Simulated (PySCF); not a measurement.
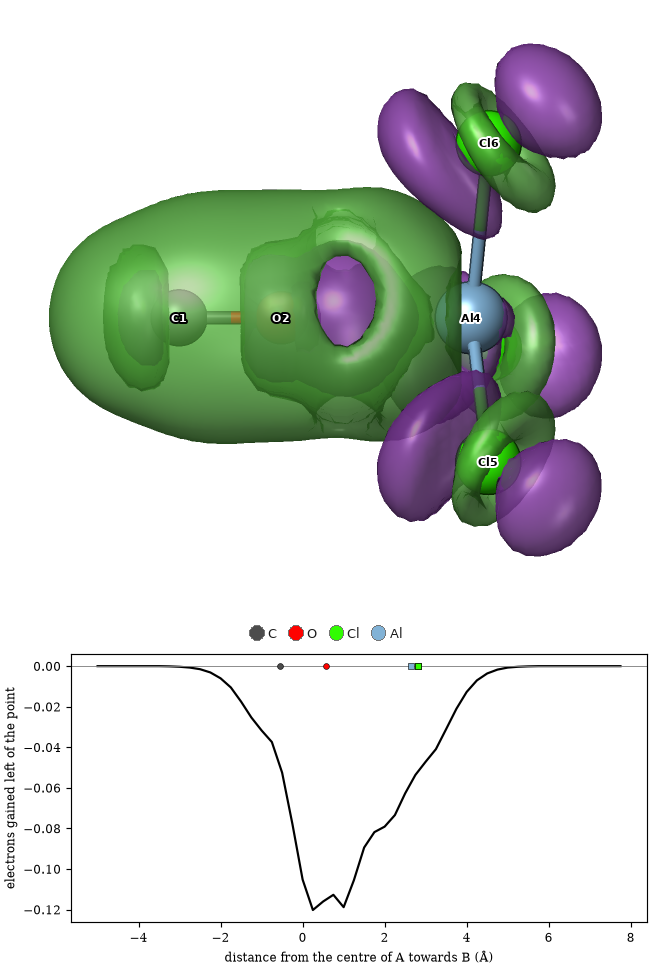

Figure 1: CAlCl3O, SMILES `[C-]#[O+].Cl[Al](Cl)Cl`. Density of the complex less the densities of the two fragments at the same geometry, ±0.004 e/Å³ (purple: gain, green: loss). Fragment A: CO (atoms 1–2); fragment B: AlCl3. Below: the charge-displacement curve along the line of centres (A on the left).

PySCF calculation, BP86/def2-TZVP, gas phase; geometry: GFN2-xTB. GFN2-xTB bond lengths at metals and heavier atoms can be off by up to 0.1 Å and shapes distorted, which carries into these values.

Input script:

```python
import numpy as np
from pyscf import gto, scf, dft
from pyscf.scf import atom_ks, atom_hf
from scipy.linalg import block_diag
from pyscf.dispersion import dftd3

def solve(mol, dm0=None, hcore=None):
    mf = (dft.UKS if mol.spin else dft.RKS)(mol, xc='bp86')
    mf.grids.level = 3
    mf = mf.density_fit(auxbasis='def2-universal-jkfit')
    mf.conv_tol, mf.max_cycle = 1e-8, 80
    if hcore is not None:
        mf.get_hcore = lambda *args: hcore
    mf.kernel(dm0)
    if not mf.converged:
        mf = mf.newton().run(mf.mo_coeff, mf.mo_occ, max_cycle=30)
    assert mf.converged, 'SCF not converged'
    return mf

mol = gto.M(atom='''
C      0.03002     0.00013    -2.85825
O      0.01739    -0.00019    -1.73927
Cl    -1.27849     1.59005     0.51304
Al    -0.00415     0.00001     0.33362
Cl     2.00841     0.30774     0.54144
Cl    -0.74552    -1.89775     0.51767
''', basis='def2-tzvp', charge=0, spin=0, verbose=4)
mol_a = gto.M(atom='''
C      0.03002     0.00013    -2.85825
O      0.01739    -0.00019    -1.73927
ghost-Cl    -1.27849     1.59005     0.51304
ghost-Al    -0.00415     0.00001     0.33362
ghost-Cl     2.00841     0.30774     0.54144
ghost-Cl    -0.74552    -1.89775     0.51767
''', basis='def2-tzvp', charge=0, spin=0, verbose=4)
mol_b = gto.M(atom='''
ghost-C      0.03002     0.00013    -2.85825
ghost-O      0.01739    -0.00019    -1.73927
Cl    -1.27849     1.59005     0.51304
Al    -0.00415     0.00001     0.33362
Cl     2.00841     0.30774     0.54144
Cl    -0.74552    -1.89775     0.51767
''', basis='def2-tzvp', charge=0, spin=0, verbose=4)
ab, a, b = solve(mol), solve(mol_a), solve(mol_b)
e_int = ab.e_tot - a.e_tot - b.e_tot
print('counterpoise-corrected interaction energy / kcal/mol', e_int * 627.5095)
def disp(atoms, charge):
    m = gto.M(atom=atoms, charge=charge, basis='sto-3g', spin=None, unit='Bohr', verbose=0)
    return dftd3.DFTD3Dispersion(m, xc='bp86', version='d3bj').get_dispersion()['energy']
e_disp = disp(mol._atom, mol.charge) - disp(mol._atom[:2], mol_a.charge) - disp(mol._atom[2:], mol_b.charge)
print('D3(BJ) part / kcal/mol', e_disp * 627.5095)
# spherically averaged free atoms, for the promolecule
atm = atom_ks.get_atm_nrks(mol, xc='bp86')
pro = block_diag(*[(atm[a[0]][2] * atm[a[0]][3]) @ atm[a[0]][2].T for a in mol._atom])
np.savez('result.npz', e_int=e_int, e_disp=e_disp, dm_a=a.make_rdm1(), dm_b=b.make_rdm1(), c=ab.mo_coeff, occ=ab.mo_occ, eps=ab.mo_energy, pro=pro, d=[f.dip_moment(verbose=0) for f in (ab, a, b)])
```

Command:

```sh
OMP_NUM_THREADS=1 python input.py
```

The run took 76 s on 1 thread of Arm Neoverse V2, with other jobs on the host, peak memory 0.7 GiB.

Partitions, critical points and surface values were worked out afterwards from this run's density.

### How is the density rearranged on binding?

Hirshfeld charges show 0.083 e passing from A to B. By Hirshfeld charges, electrons gather most on Cl3, Cl5 and Cl6 alike (−0.031 e) and leave C1 most (+0.101 e); 0.23 e is displaced in all, which induces a dipole of 1.86 D.

### What is the interaction energy, and which contacts carry it?

The counterpoise-corrected interaction energy of the frozen fragments is +1.7 kcal/mol without dispersion correction and −1.8 kcal/mol with D3(BJ). The pair geometry is semi-empirical, not a minimum at this level. Contacts: O2···Al4, 2.07 Å, ρ = 0.035 a.u. The pose is a local one from a semi-empirical search, not shown to be the most stable.
